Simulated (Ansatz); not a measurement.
```json
{"atom": "C", "x (Å)": "-0.8204", "y (Å)": "0.6819", "z (Å)": "-0.8759"}
{"atom": "Cl", "x (Å)": "0.0023", "y (Å)": "-1.4533", "z (Å)": "1.6096"}
{"atom": "Sn", "x (Å)": "-0.2678", "y (Å)": "-1.4480", "z (Å)": "-0.8270"}
{"atom": "H", "x (Å)": "-0.8691", "y (Å)": "1.2949", "z (Å)": "0.0448"}
{"atom": "H", "x (Å)": "-1.0729", "y (Å)": "1.2414", "z (Å)": "-1.7987"}
```

Geometry: BLYP-D3(BJ)/def2-SVP; core potentials replace the inner electrons of Sn.

Theory: Ansatz, isolated molecule in a Gaussian basis; Kohn-Sham density functional theory, functional PBE0.

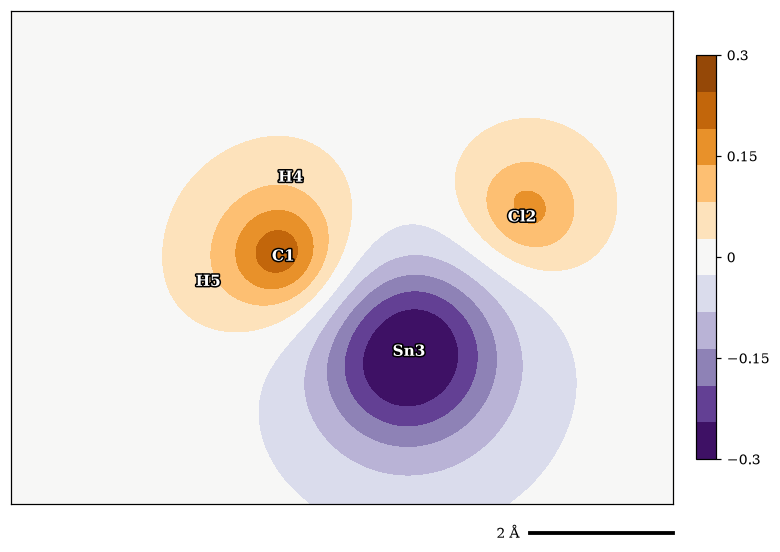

CH2ClSn (SMILES [CH2]=[Sn][Cl]) (doublet). The LUMO (α) on a plane 0.8 Å above the molecular plane (values in Å⁻³ᐟ²; the overall sign is arbitrary).

Q: What is the character of this orbital?

A: By Hirshfeld shares it lies mainly on Sn3 (about 80 %), C1 (about 10 %) and Cl2 (about 5 %); it changes sign across the molecular plane (π type). Its energy is −2.54 eV.
